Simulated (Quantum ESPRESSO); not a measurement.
# The valence band of ScAl3 as photoemission sees it, part 4 of 18

Aim: the valence spectrum of ScAl3 from He I to hard X-rays, and which orbitals make each feature.

Quantum ESPRESSO 7.5; DFT, PBE, plane waves, ultrasoft GBRV pseudopotentials, scalar-relativistic (the session's first sound run).

So far, pressure (GPa): step 2 (the base run: self-consistent run) 0.955.

**4. Projected DOS and spectra (continued)**

The intensity has structure finer than the step of the table below, so its rows give means over 2 eV, whole bins alone (the curve runs from -29.5 to 1.38 eV). Peaks (eV: height): Sc L-alpha -1.6: 99.6; Al K-beta -1.7: 99.7; Al L2,3 -4.9: 99.9.

Shapes are the site's partial DOS without matrix elements, which overweights lines from ligand s bands. The intensity by emission energy less the core level's binding energy, zero at the Fermi level; means over each step; values in % of the unpolarised maximum:

| emission energy less the core level's binding energy (eV) | Sc L-alpha | Al K-beta | Al L2,3 |
| --- | --- | --- | --- |
| -28 | 0.0402 | 1.87 | 0.893 |
| -26 | 0.0326 | 0.735 | 0.295 |
| -24 | 0.0338 | 0.260 | 0.121 |
| -22 | 0.0405 | 0.204 | 0.115 |
| -20 | 0.0506 | 0.217 | 0.138 |
| -18 | 0.0655 | 0.268 | 0.187 |
| -16 | 0.0888 | 0.366 | 0.282 |
| -14 | 0.129 | 0.562 | 0.497 |
| -12 | 0.209 | 1.08 | 1.27 |
| -10 | 0.513 | 4.99 | 17.4 |
| -8 | 3.25 | 19.5 | 47.2 |
| -6 | 10.3 | 33.4 | 69.9 |
| -4 | 24.7 | 50.6 | 70.5 |
| -2 | 69.6 | 86.2 | 38.5 |
| 0 | 37.5 | 27.7 | 10.9 |

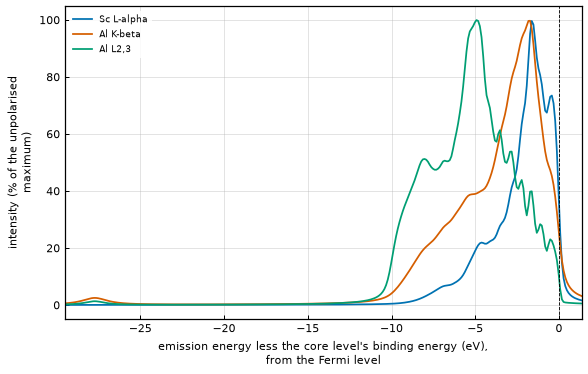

Intensity, plotted against emission energy less the core level's binding energy.

Sums over each group's atoms; left-over states aren't shared out by site. Site centres, by row:

| group | element | shell | occupied states | centre of occupied part (eV) | centre up to the window's top (eV) |
| --- | --- | --- | --- | --- | --- |
| Sc1 | Sc | 4s | 0.3576 | -6.287 | -0.2066 |
| Sc1 | Sc | 3p | 5.885 | -27.72 | -27.72 |
| Sc1 | Sc | 4p | 1.131 | -5.95 | -1.037 |
| Sc1 | Sc | 3d | 2.3 | -2.234 | 1.594 |
| Al2 | Al | 3s | 2.279 | -5.403 | -0.6381 |
| Al2 | Al | 3p | 5.954 | -3.832 | -0.2193 |

Window up to 6.6 eV. Shell moments, by row:

| element | shell | occupied states an atom | centre of occupied part (eV) | rms width of occupied part (eV) | centre up to the window's top (eV) | rms width up to the window's top (eV) |
| --- | --- | --- | --- | --- | --- | --- |
| Sc | 4s | 0.3576 | -6.287 | 2.813 | -0.2066 | 4.947 |
| Sc | 3p | 5.885 | -27.72 | 0.07157 | -27.72 | 0.07157 |
| Sc | 4p | 1.131 | -5.95 | 3.203 | -1.037 | 5.432 |
| Sc | 3d | 2.3 | -2.234 | 1.756 | 1.594 | 2.736 |
| Al | 3s | 0.7597 | -5.403 | 2.883 | -0.6381 | 5.09 |
| Al | 3p | 1.985 | -3.832 | 3.692 | -0.2193 | 4.844 |

Broadened DOS, unweighted empty DOS against E, zero at the Fermi level; read off at these points:

| E (eV) | broadened DOS, unweighted empty DOS (states/eV/cell) |
| --- | --- |
| -0.750 | 5.3e-4 |
| -0.500 | 0.0168 |
| -0.250 | 0.182 |
| 0.000 | 0.695 |
| 0.250 | 1.23 |
| 0.500 | 1.63 |
| 0.750 | 2.14 |
| 1.000 | 2.44 |
| 1.250 | 2.46 |
| 1.500 | 2.56 |
| 1.750 | 2.93 |
| 2.000 | 3.58 |
| 2.250 | 4.05 |
| 2.326 | 4.09 |
| 2.500 | 3.93 |
| 2.750 | 3.33 |
| 3.000 | 2.78 |
| 3.250 | 2.67 |
| 3.500 | 3.01 |
| 3.750 | 3.19 |
| 3.826 | 3.21 |
| 4.000 | 3.17 |
| 4.250 | 2.87 |
| 4.500 | 2.47 |
| 4.750 | 2.09 |
| 5.000 | 1.82 |
| 5.250 | 1.95 |
| 5.500 | 2.39 |
| 5.750 | 2.64 |
| 6.000 | 2.64 |

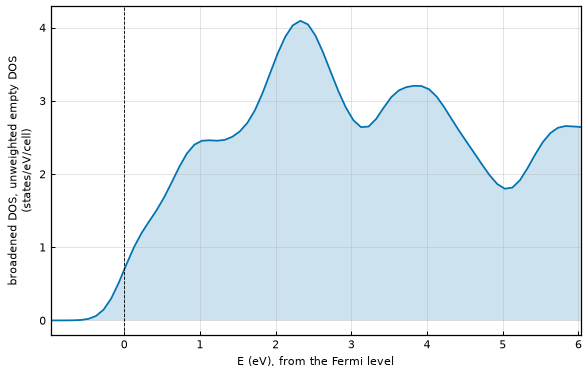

Broadened DOS, unweighted empty DOS, plotted against E.

The spectra weight each projected shell by its atomic cross section (Dirac–Hartree–Slater) and angular factor, for linear light with the analyser at 0° from the polarisation. Broadening, on top of any smearing of the DOS itself: a Gaussian of 0.15 eV and a Lorentzian of 0.2 eV plus 0.05 times the binding energy (full widths), Fermi edge at 300 K. Curves are cut 10 eV under the photon energy, above any shell that the free atom's threshold puts out of reach, or at the lower edge of the window: 11.2 eV at 21.2 eV, 29.5 eV at 60 eV, 29.5 eV at 1486.7 eV and 29.5 eV at 8047.8 eV. Dipole terms alone, which is rough above 3 keV; no background, satellites or final-state effects.

Share of each shell in the spectrum's area (%), by photon energy:

| shell | 21.2 eV | 60 eV | 1486.7 eV | 8047.8 eV |
| --- | --- | --- | --- | --- |
| Sc 4s | 0.9 | 0.6 | 1.0 | 4.5 |
| Sc 3p | 0.0 | 6.7 | 84.3 | 63.4 |
| Sc 3d | 85.5 | 64.4 | 1.0 | 0.1 |
| Al 3s | 9.8 | 10.7 | 11.0 | 30.7 |
| Al 3p | 2.9 | 17.2 | 2.1 | 0.8 |

At the Fermi level the DOS is 1.25 states/eV a cell, and on the broadened curves Sc 3d holds 44 % of the total there.

**5. The base run: bands**

The bands are solved at chosen points on the fixed potential.

Contents of bands.in:

```
&control
  calculation = 'bands'
  prefix = 'pes'
  outdir = './tmp'
  pseudo_dir = './pp'
  verbosity = 'high'
/
&system
  ibrav = 0
  nat = 4
  ntyp = 2
  ecutwfc = 40.0
  ecutrho = 200.0
  occupations = 'smearing'
  nbnd = 22
  smearing = 'fd'
  degauss = 0.00367
/
&electrons
  conv_thr = 2.4e-08
  mixing_beta = 0.5
  electron_maxstep = 120
  diago_full_acc = .true.
/
ATOMIC_SPECIES
Sc 44.9559 sc_pbe_v1.uspp.F.UPF
Al 26.9815 al_pbe_v1.uspp.F.UPF
CELL_PARAMETERS angstrom
 4.087806570 0.000000000 0.000000000
 0.000000000 4.087806570 0.000000000
 0.000000000 0.000000000 4.087806570
ATOMIC_POSITIONS crystal
Sc 0.000000000 0.000000000 0.000000000
Al 0.500000000 0.500000000 0.000000000
Al 0.000000000 0.500000000 0.500000000
Al 0.500000000 0.000000000 0.500000000
K_POINTS crystal
92
 0.00000000 0.00000000 0.00000000 1
 0.00000000 0.03333333 0.00000000 1
 0.00000000 0.06666667 0.00000000 1
 0.00000000 0.10000000 0.00000000 1
 0.00000000 0.13333333 0.00000000 1
 0.00000000 0.16666667 0.00000000 1
 ! [... 84 more points ...]
 0.50000000 0.50000000 0.03333333 1
 0.50000000 0.50000000 0.00000000 1
```

Launch:

```bash
OMP_NUM_THREADS=1 mpirun -n 4 pw.x -nk 4 -in bands.in > bands.out
```

What it wrote:

```text
[banner, memory and clock lines left out]
Program PWSCF v.7.5 starts

          URL

     Atomic positions and unit cell read from directory:
     ./tmp/pes.save/

     Message from routine setup:
     using ibrav=0 with symmetry is DISCOURAGED, use correct ibrav instead

     G-vector sticks info

     bravais-lattice index     =            0
     lattice parameter (alat)  =       7.7248  a.u.
     unit-cell volume          =     460.9646 (a.u.)^3
     number of atoms/cell      =            4
     number of atomic types    =            2
     number of electrons       =        20.00
     number of Kohn-Sham states=           22
     kinetic-energy cutoff     =      40.0000  Ry
     charge density cutoff     =     200.0000  Ry
     Exchange-correlation= SLA  PW   PBE  PBE
                           (   1   4   3   4   0   0   0)

     celldm(1)=   7.724835  celldm(2)=   0.000000  celldm(3)=   0.000000
     celldm(4)=   0.000000  celldm(5)=   0.000000  celldm(6)=   0.000000

     crystal axes: (cart. coord. in units of alat)
               a(1) = (   1.000000   0.000000   0.000000 )
               a(2) = (   0.000000   1.000000   0.000000 )
               a(3) = (   0.000000   0.000000   1.000000 )

     reciprocal axes: (cart. coord. in units 2 pi/alat)
               b(1) = (  1.000000  0.000000  0.000000 )
               b(2) = (  0.000000  1.000000  0.000000 )
               b(3) = (  0.000000  0.000000  1.000000 )

     PseudoPot. # 1 for Sc read from file:
     ./pp/sc_pbe_v1.uspp.F.UPF
     Pseudo is Ultrasoft + core correction, Zval = 11.0
     Generated by new atomic code, or converted to UPF format
     Using radial grid of  849 points,  6 beta functions with:
                l(1) =   0
                l(2) =   0
                l(3) =   1
                l(4) =   1
                l(5) =   2
                l(6) =   2
     Q(r) pseudized with  6 coefficients,  rinner =    1.200   1.200   1.200
                                                       1.200   1.200

     PseudoPot. # 2 for Al read from file:
     ./pp/al_pbe_v1.uspp.F.UPF
     Pseudo is Ultrasoft + core correction, Zval =  3.0
     Generated by new atomic code, or converted to UPF format
     Using radial grid of  893 points,  3 beta functions with:
                l(1) =   0
                l(2) =   1
                l(3) =   2
     Q(r) pseudized with  8 coefficients,  rinner =    0.900   0.900   0.900
                                                       0.900   0.900

     atomic species   valence    mass     pseudopotential
     Sc               11.00    44.95590     Sc( 1.00)
     Al                3.00    26.98150     Al( 1.00)

     48 Sym. Ops., with inversion, found

                                    s                        frac. trans.

      isym =  1     identity

 cryst.   s( 1) = (     1          0          0      )
                  (     0          1          0      )
                  (     0          0          1      )

 cart.    s( 1) = (  1.0000000  0.0000000  0.0000000 )
                  (  0.0000000  1.0000000  0.0000000 )
                  (  0.0000000  0.0000000  1.0000000 )

      isym =  2     180 deg rotation - cart. axis [0,0,1]

 cryst.   s( 2) = (    -1          0          0      )
                  (     0         -1          0      )
                  (     0          0          1      )

 cart.    s( 2) = ( -1.0000000  0.0000000  0.0000000 )
                  (  0.0000000 -1.0000000  0.0000000 )
                  (  0.0000000  0.0000000  1.0000000 )

      isym =  3     180 deg rotation - cart. axis [0,1,0]

 cryst.   s( 3) = (    -1          0          0      )
                  (     0          1          0      )
                  (     0          0         -1      )

 cart.    s( 3) = ( -1.0000000  0.0000000  0.0000000 )
                  (  0.0000000  1.0000000  0.0000000 )
                  (  0.0000000  0.0000000 -1.0000000 )

      isym =  4     180 deg rotation - cart. axis [1,0,0]

 cryst.   s( 4) = (     1          0          0      )
                  (     0         -1          0      )
                  (     0          0         -1      )

 cart.    s( 4) = (  1.0000000  0.0000000  0.0000000 )
                  (  0.0000000 -1.0000000  0.0000000 )
                  (  0.0000000  0.0000000 -1.0000000 )

      isym =  5     180 deg rotation - cart. axis [1,1,0]

 cryst.   s( 5) = (     0          1          0      )
[...]
cart.    s( 5) = (  0.0000000  1.0000000  0.0000000 )
[...]
isym =  6     180 deg rotation - cart. axis [1,-1,0]

 cryst.   s( 6) = (     0         -1          0      )
[...]
cart.    s( 6) = (  0.0000000 -1.0000000  0.0000000 )
[...]
isym =  7      90 deg rotation - cart. axis [0,0,-1]

 cryst.   s( 7) = (     0         -1          0      )
[...]
cart.    s( 7) = (  0.0000000  1.0000000  0.0000000 )
[...]
isym =  8      90 deg rotation - cart. axis [0,0,1]

 cryst.   s( 8) = (     0          1          0      )
[...]
cart.    s( 8) = (  0.0000000 -1.0000000  0.0000000 )
[...]
isym =  9     180 deg rotation - cart. axis [1,0,1]

 cryst.   s( 9) = (     0          0          1      )
[...]
cart.    s( 9) = (  0.0000000  0.0000000  1.0000000 )
[...]
isym = 10     180 deg rotation - cart. axis [-1,0,1]

 cryst.   s(10) = (     0          0         -1      )
[...]
cart.    s(10) = (  0.0000000  0.0000000 -1.0000000 )
[...]
isym = 11      90 deg rotation - cart. axis [0,1,0]

 cryst.   s(11) = (     0          0         -1      )
[...]
cart.    s(11) = (  0.0000000  0.0000000  1.0000000 )
[...]
isym = 12      90 deg rotation - cart. axis [0,-1,0]

 cryst.   s(12) = (     0          0          1      )
[...]
cart.    s(12) = (  0.0000000  0.0000000 -1.0000000 )
[...]
isym = 13     180 deg rotation - cart. axis [0,1,1]

 cryst.   s(13) = (    -1          0          0      )
[...]
cart.    s(13) = ( -1.0000000  0.0000000  0.0000000 )
[...]
isym = 14     180 deg rotation - cart. axis [0,1,-1]

 cryst.   s(14) = (    -1          0          0      )
[...]
cart.    s(14) = ( -1.0000000  0.0000000  0.0000000 )
[...]
isym = 15      90 deg rotation - cart. axis [-1,0,0]

 cryst.   s(15) = (     1          0          0      )
[...]
cart.    s(15) = (  1.0000000  0.0000000  0.0000000 )
[...]
k(   86) = (   0.5000000   0.5000000   0.2000000), wk =   0.0217391
        k(   87) = (   0.5000000   0.5000000   0.1666667), wk =   0.0217391
        k(   88) = (   0.5000000   0.5000000   0.1333333), wk =   0.0217391
        k(   89) = (   0.5000000   0.5000000   0.1000000), wk =   0.0217391
        k(   90) = (   0.5000000   0.5000000   0.0666667), wk =   0.0217391
        k(   91) = (   0.5000000   0.5000000   0.0333333), wk =   0.0217391
        k(   92) = (   0.5000000   0.5000000   0.0000000), wk =   0.0217391

     Dense  grid:    22119 G-vectors     FFT dimensions: (  36,  36,  36)

     Smooth grid:    15659 G-vectors     FFT dimensions: (  32,  32,  32)

     Dynamical RAM for                 wfc:       0.66 MB

     Dynamical RAM for     wfc (w. buffer):       0.66 MB

     Dynamical RAM for           str. fact:       0.68 MB

     Dynamical RAM for           local pot:       0.00 MB

     Dynamical RAM for          nlocal pot:       1.35 MB

     Dynamical RAM for                qrad:       2.27 MB

     Dynamical RAM for          rho,v,vnew:       2.08 MB

     Dynamical RAM for           G-vectors:       1.39 MB

     Dynamical RAM for          h,s,v(r/c):       0.09 MB

     Dynamical RAM for          <psi|beta>:       0.02 MB

     Dynamical RAM for                 psi:       1.32 MB

     Dynamical RAM for                hpsi:       1.32 MB

     Dynamical RAM for                spsi:       1.32 MB

     Dynamical RAM for      wfcinit/wfcrot:       1.33 MB

     Dynamical RAM for           addusdens:      16.20 MB

     Check: negative core charge=   -0.000001

     The potential is recalculated from file :
     ./tmp/pes.save/charge-density

     Starting wfcs are   25 randomized atomic wfcs

     Band Structure Calculation
     Davidson diagonalization with overlap

     Computing kpt #:     1  of    23 on this pool

     Computing kpt #:     2  of    23 on this pool

     Computing kpt #:     3  of    23 on this pool

     Computing kpt #:     4  of    23 on this pool

     Computing kpt #:     5  of    23 on this pool

     Computing kpt #:     6  of    23 on this pool

     Computing kpt #:     7  of    23 on this pool

     Computing kpt #:     8  of    23 on this pool

     Computing kpt #:     9  of    23 on this pool

     Computing kpt #:    10  of    23 on this pool

     Computing kpt #:    11  of    23 on this pool

     Computing kpt #:    12  of    23 on this pool

     Computing kpt #:    13  of    23 on this pool

     Computing kpt #:    14  of    23 on this pool

     Computing kpt #:    15  of    23 on this pool

     Computing kpt #:    16  of    23 on this pool

     Computing kpt #:    17  of    23 on this pool

     Computing kpt #:    18  of    23 on this pool

     Computing kpt #:    19  of    23 on this pool

     Computing kpt #:    20  of    23 on this pool

     Computing kpt #:    21  of    23 on this pool

     Computing kpt #:    22  of    23 on this pool

     Computing kpt #:    23  of    23 on this pool

     ethr =  1.20E-10,  avg # of iterations = 36.6

     End of band structure calculation

          k = 0.0000 0.0000 0.0000 (  1935 PWs)   bands (ev):

   -39.7776 -18.4780 -18.4780 -18.4780  -0.8464   6.5950   6.5950   7.3701
     7.3701   7.3701  10.5109  10.5315  10.5315  10.5315  13.9447  13.9447
    14.4605  14.4605  14.4605  17.5401  17.5401  17.5401

          k = 0.0000 0.0333 0.0000 (  1935 PWs)   bands (ev):

   -39.7776 -18.4784 -18.4780 -18.4780  -0.8361   6.4566   6.6030   7.3716
     7.3716   7.4791  10.5246  10.5246  10.5347  10.5564  13.7839  13.9569
    14.4720  14.4720  14.5998  17.1776  17.1776  17.5291

          k = 0.0000 0.0667 0.0000 (  1951 PWs)   bands (ev):

   -39.7775 -18.4794 -18.4779 -18.4779  -0.8054   6.1579   6.6271   7.3760
     7.3760   7.6933  10.5046  10.5046  10.5443  10.6879  13.4824  13.9945
    14.5026  14.5026  14.8376  16.8165  16.8165  17.3489

          k = 0.0000 0.1000 0.0000 (  1967 PWs)   bands (ev):

   -39.7775 -18.4812 -18.4778 -18.4778  -0.7542   5.8016   6.6670   7.3831
     7.3831   7.9201  10.4739  10.4739  10.5599  10.8906  13.1461  14.0606
    14.5389  14.5389  15.0697  16.5087  16.5087  17.0606

          k = 0.0000 0.1333 0.0000 (  1975 PWs)   bands (ev):

   -39.7774 -18.4834 -18.4776 -18.4776  -0.6829   5.4214   6.7223   7.3924
     7.3924   8.1399  10.4358  10.4358  10.5811  11.1420  12.7979  14.1607
    14.5563  14.5563  15.2766  16.2779  16.2779  16.7214

          k = 0.0000 0.1667 0.0000 (  1975 PWs)   bands (ev):

   -39.7773 -18.4862 -18.4774 -18.4774  -0.5916   5.0315   6.7926   7.4034
     7.4034   8.3536  10.3941  10.3941  10.6071  11.4144  12.4470  14.3033
    14.5234  14.5234  15.4539  16.1535  16.1535  16.3579

          k = 0.0000 0.2000 0.0000 (  1971 PWs)   bands (ev):

   -39.7771 -18.4892 -18.4771 -18.4771  -0.4807   4.6395   6.8768   7.4155
     7.4155   8.5668  10.3523  10.3523  10.6370  11.6771  12.0996  14.4218
    14.4218  14.4994  15.6021  15.9900  16.1513  16.1513

          k = 0.0000 0.2333 0.0000 (  1972 PWs)   bands (ev):

   -39.7770 -18.4925 -18.4768 -18.4768  -0.3506   4.2508   6.9739   7.4279
     7.4279   8.7848  10.3137  10.3137  10.6697  11.7603  11.9001  14.2633
    14.2633  14.7599  15.6339  15.7237  16.2569  16.2569

          k = 0.0000 0.2667 0.0000 (  1956 PWs)   bands (ev):

[...]
14.0759  15.0907  15.3053  15.8219  16.4401  16.4401

          k = 0.0000 0.3000 0.0000 (  1968 PWs)   bands (ev):

[...]
13.8836  15.0167  15.4914  15.9002  16.6748  16.6748

          k = 0.0000 0.3333 0.0000 (  1972 PWs)   bands (ev):

[...]
13.7023  14.7835  15.9479  15.9617  16.7818  16.9428

          k = 0.0000 0.3667 0.0000 (  1964 PWs)   bands (ev):

[...]
13.5423  14.6099  16.0088  16.4441  16.6960  17.2307

          k = 0.0000 0.4000 0.0000 (  1968 PWs)   bands (ev):

[...]
13.4108  14.4926  16.0435  16.6249  16.9561  17.5247

          k = 0.0000 0.4333 0.0000 (  1976 PWs)   bands (ev):

[...]
13.3130  14.4210  16.0674  16.5717  17.4467  17.8046

          k = 0.0000 0.4667 0.0000 (  1968 PWs)   bands (ev):

[...]
13.2528  14.3835  16.0813  16.5388  17.8429  18.0292

          k = 0.0000 0.5000 0.0000 (  1984 PWs)   bands (ev):

[...]
13.2324  14.3720  16.0859  16.5277  18.0079  18.1222

[...]
13.2797  18.6296  18.6296  18.7597  19.9604  19.9604

          k = 0.4667 0.4667 0.4667 (  1944 PWs)   bands (ev):

[...]
13.2470  19.4341  19.5141  19.5141  20.0679  20.0679

          k = 0.5000 0.5000 0.5000 (  1904 PWs)   bands (ev):

[...]
13.2402  19.9928  19.9928  19.9928  20.1912  20.1912

          k = 0.4667 0.5000 0.4667 (  1936 PWs)   bands (ev):

[...]
13.2435  19.5317  19.5997  19.8717  19.9557  20.0037

          k = 0.4333 0.5000 0.4333 (  1946 PWs)   bands (ev):

[...]
6.2539   6.2634   6.4829  10.4674  11.8288  11.8445  13.2138  13.2424
    13.2587  18.7918  18.9976  19.3096  19.7103  19.8554

          k = 0.4000 0.5000 0.4000 (  1942 PWs)   bands (ev):

   -39.7741 -18.5024 -18.4994 -18.4991   3.3441   4.0970   4.5726   5.5427
     6.3076   6.3165   6.8230  10.7412  11.8325  11.8587  13.1798  13.2431
    13.3022  17.9969  18.3704  18.6604  19.4210  19.7138

          k = 0.3667 0.5000 0.3667 (  1952 PWs)   bands (ev):

   -39.7742 -18.5030 -18.4977 -18.4972   2.9827   3.8730   4.7005   5.7297
     6.3700   6.4356   7.2789  11.0297  11.8447  11.8678  13.1300  13.2392
    13.4060  17.1965  17.7649  17.9941  19.1614  19.5450

          k = 0.3333 0.5000 0.3333 (  1956 PWs)   bands (ev):

   -39.7744 -18.5037 -18.4956 -18.4950   2.6479   3.6147   4.8641   5.8922
     6.4507   6.6157   7.8055  11.2596  11.8604  11.8696  13.0608  13.2248
    13.6162  16.4143  17.2114  17.3560  18.9360  19.3421

          k = 0.3000 0.5000 0.3000 (  1972 PWs)   bands (ev):

   -39.7747 -18.5046 -18.4932 -18.4925   2.3422   3.3413   5.0623   6.0526
[... further rows ...]
```

The job ended after 9.5 s (4 MPI ranks of Arm Neoverse V1, shared host; 38 s of CPU time).

Electronic bands along the path, in eV, zero at the Fermi level; # counts the bands kept:

| point | #3 | #4 | #5 | #6 | #7 | #8 | #9 | #10 |
| --- | --- | --- | --- | --- | --- | --- | --- | --- |
| Γ | -2.63 | -1.85 | -1.85 | -1.85 | 1.28 | 1.31 | 1.31 | 1.31 |
| X | -1.74 | -1.74 | -1.49 | 0.81 | 0.98 | 0.98 | 1.36 | 1.64 |
| M | -5.67 | -4.39 | -0.55 | -0.55 | 1.19 | 1.36 | 2.08 | 2.49 |
| Γ | -2.63 | -1.85 | -1.85 | -1.85 | 1.28 | 1.31 | 1.31 | 1.31 |
| R | -4.82 | -4.52 | -3.00 | -3.00 | -3.00 | 0.98 | 2.60 | 2.60 |
| X | -1.74 | -1.74 | -1.49 | 0.81 | 0.98 | 0.98 | 1.36 | 1.64 |
| jump to R | -4.82 | -4.52 | -3.00 | -3.00 | -3.00 | 0.98 | 2.60 | 2.60 |
| M | -5.67 | -4.39 | -0.55 | -0.55 | 1.19 | 1.36 | 2.08 | 2.49 |

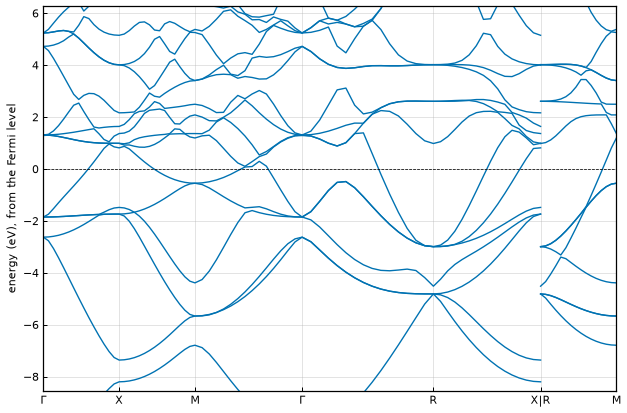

Electronic bands along the path.

Of the bands kept, 2 cross the Fermi level on this path.

(Continued in part 5 of 18.)

[Logs are printed without paths, hosts, clocks, repeated set-up lines and the standing remarks that a program may print on its own settings, such as how far it seeks lower states.]

[Hosts, paths, dates, database ids (printed as entryN), source tags and the programs' standing remarks are cut or masked in the printed files.]

[Maps of the electrostatic potential energy from Ansatz leave out the sawtooth potential of an applied field or a dipole correction, so their vacuum need not be flat; work functions include it.]

[Peak lists hold at most the 14 tallest peaks of each spectrum; further lines can be left out.]
